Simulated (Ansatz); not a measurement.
```
Zr Ge Ir
1.0
     5.23129    0.00000    0.00716
     0.00000    3.79374    0.00000
    -0.02520    0.00000    6.82420
Zr Ge Ir
4 3 1
Direct
  0.86916 0.50000 0.82859
  0.12374 0.00000 0.17383
  0.37550 0.00000 0.67721
  0.62796 0.50000 0.31889
  0.15029 0.50000 0.45422
  0.85379 0.00000 0.54779
  0.35100 0.50000 0.95452
  0.64855 0.00000 0.04495
```

Space group Pm; a generated structure, not necessarily the stable one; changed on purpose from its base cell (volume × 0.88, shape and atoms relaxed); computed pressure about 22 GPa in this cell; computed without spin polarisation.

Method: Ansatz, DFT PBE, scalar-relativistic, plane waves, PAW.

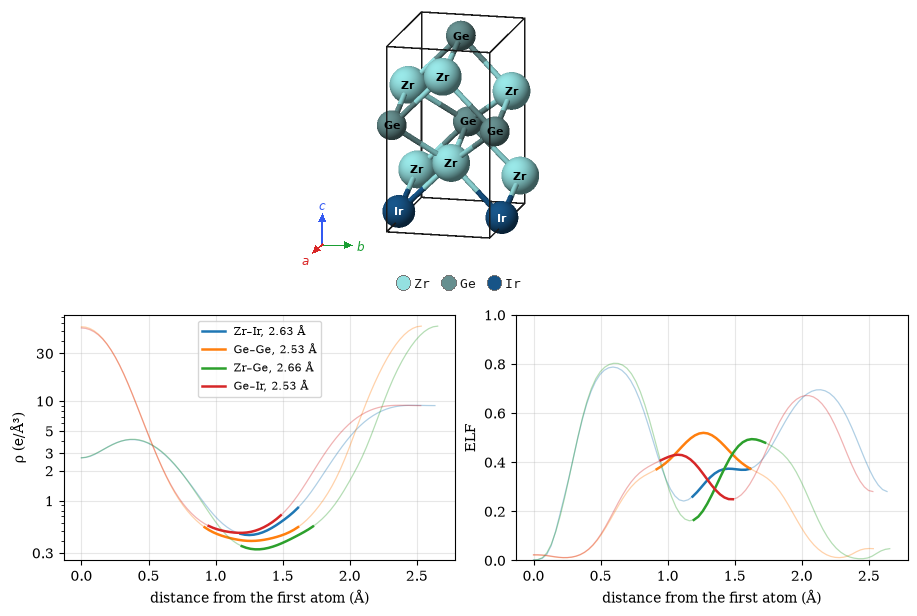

Zr$_{4}$Ge$_{3}$Ir. Valence charge density (pseudo) and electron localisation function along straight lines between neighbouring atoms. Thin, pale parts lie inside the atomic spheres. The structure is drawn too.

Core electrons are frozen (PAW), and the valence fields are smoothed inside the atomic spheres.

What can be read from the curves?

Zr–Ir (2.63 Å): the density is about 0.47 e/Å³ at the midpoint; the ELF is about 0.35 at the midpoint.
Ge–Ge (2.53 Å): the density is about 0.4 e/Å³ at the midpoint; the ELF reaches about 0.50 near the midpoint.
Zr–Ge (2.66 Å): ρ at the midpoint is about 0.33 e/Å³; the ELF is about 0.25 at the midpoint: no shared electron pair shows on this line.
Ge–Ir (2.53 Å): ρ is about 0.49 e/Å³ halfway; the ELF is about 0.35 at the midpoint.
